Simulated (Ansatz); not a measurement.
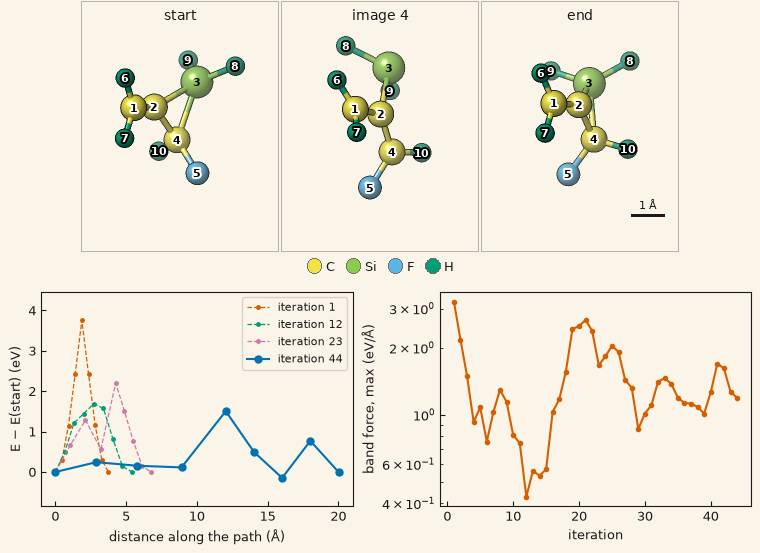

A nudged-elastic-band calculation for C3H5FSi. Images are numbered from 0 (start) to 8 (end). The plot follows the band through its iterations. The picture is a ball-and-stick view, seen from a free direction.

The calculation used RKS r2SCANh-D4/def2-SVP (Ansatz). Set-up: 7 movable images; climbing image; force threshold 0.05 eV/Å; iteration limit 44; starting path by image-dependent pair potential.

Q: How did the profile develop, and is the result final?

A: The result isn't final. The band hadn't converged when the run stopped after 44 iterations. The largest component of the band force went from 3.2 to 1.2 eV/Å. The barrier read from it is provisional, though the highest image hardly moved in the last two iterations. The first iteration put the highest image at 3.76 eV. Relative to the start the highest point is image 4 at +1.51 eV and the end lies at 0.00 eV, but the profile dips to −0.15 eV at image 6 on the way, so there may be more than one step; on an unconverged band the side maxima are provisional.

Cost: 17 min on 2 threads of Arm Neoverse V2, with other jobs on the host, peak memory 0.23 GiB.
